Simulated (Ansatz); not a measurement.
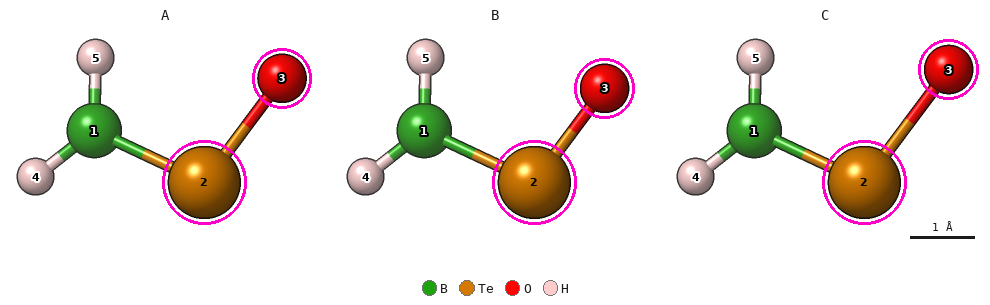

A scan of BH₂TeO (multiplicity 2): the Te2–O3 distance is varied, with the rest of the molecule carried along rigidly. The picture is a ball-and-stick view, seen at a tilt. The ringed atoms are those of the scanned coordinate.

Level of theory: wB97M-V (def2-TZVPP, Ansatz), on geometries moved rigidly from the minimum at PBE0-D4/def2-TZVP. Elements past krypton carry the basis set's effective core potentials. Energies are counted from the PBE0-D4/def2-TZVP minimum geometry at the same level.

Rank the frames from lowest to highest energy.

Lowest first: B (the distance 1.853 Å, 0.0 kJ/mol), A (the distance 2.050 Å, 34.6 kJ/mol), C (the distance 2.224 Å, 88.0 kJ/mol). Over the whole scan: the lowest computed point lies at the distance 1.853 Å (0.0 kJ/mol). At the ends of the scan the energy is 63.1 kJ/mol (1.668 Å) and 88.0 kJ/mol (2.224 Å). The curvature at the lowest point is about 27 eV/Å² (4.3 mdyn/Å). The well is steeper on the short side, as for any bond.
